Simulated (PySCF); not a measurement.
**C2H3ClLiN: density, localisation and related maps**

The calculation's input:

```
{"job": {"kind": "inter", "xc": "wB97M-D3(BJ)", "basis": "def2-TZVPD", "pairs": false}, "charge": 0, "multiplicity": 1, "parts": [{"atoms": "0-1", "charge": 0, "multiplicity": 1}, {"atoms": "2-7", "charge": 0, "multiplicity": 1}]}
Li     0.358454     0.138192     0.262248
Cl     2.208538    -0.552383     0.907765
C     -3.930620     1.676081    -0.892794
N     -2.635491     1.219335    -0.570444
C     -1.569476     0.844188    -0.299586
H     -4.185399     1.365577    -1.913746
H     -3.959864     2.770788    -0.825387
H     -4.654642     1.247450    -0.188676
```

Launched as:

```sh
OMP_NUM_THREADS=1 python cluster_run.py task.json out
```

Geometry: PBE0-D3(BJ)/def2-SVPD.

Computed with PySCF 2.14.0, wB97M-D3(BJ)/def2-TZVPD, SCF density, gas phase.

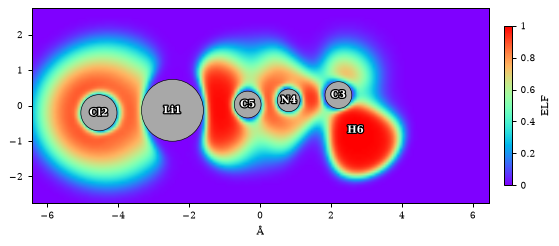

Figure 1. ELF on the plane of atoms N4, C3 and H6. Grey discs cover the atomic cores.

Read the bonding off the picture.

Answer.
- The section cuts through Li, Cl, C, N and H sites.
- C–N (1.16 Å): the ELF peaks at about 0.90 between the atoms; a multiple bond.
- Li–Cl (2.08 Å): the ELF peaks at about 0.85 in the valence shell of Cl, 0.9 Å from its nucleus, and falls to about 0.10 next to Li (a closed-shell, largely ionic contact).
- C–Li (2.13 Å): the ELF peaks at about 1 in the valence shell of C, 0.8 Å from its nucleus, and is about 0.95 at the midpoint.
- C–H (1.10 Å): the ELF climbs to about 1 towards the hydrogen, as it does in any bond to H: a covalent bond by its length.

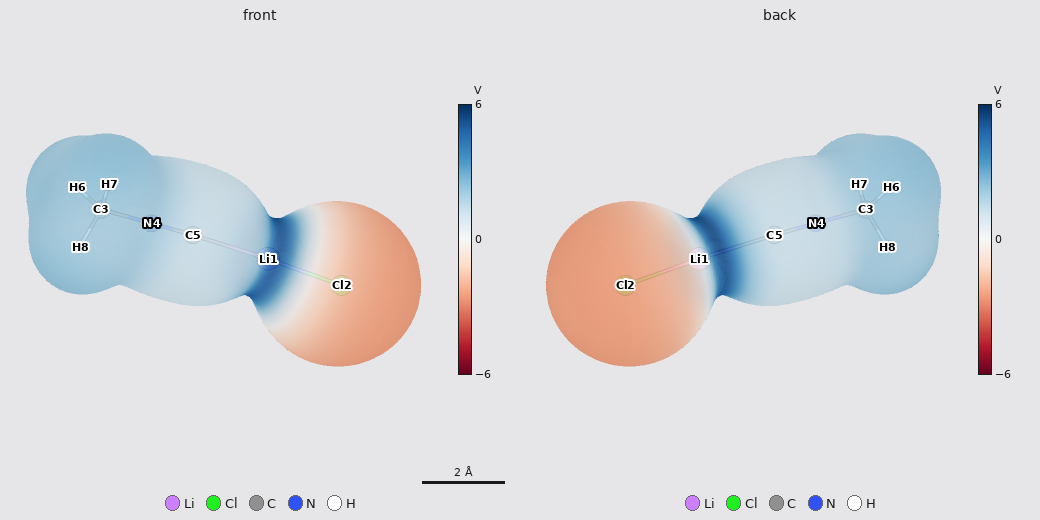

Figure 2. The electrostatic potential painted on the density surface at 0.002 e/bohr³, seen from the front and from behind; the colour scale runs from red (negative) to blue (positive).

Which sites attract a positive test charge, and which a negative one?

Answer. A positive charge is drawn to the negative regions and a negative charge to the positive ones. The most negative region (about −2.4 V, or −55 kcal/mol for a unit charge) lies over Cl2, the most positive (about +5.3 V, or +122 kcal/mol for a unit charge) over Li1.
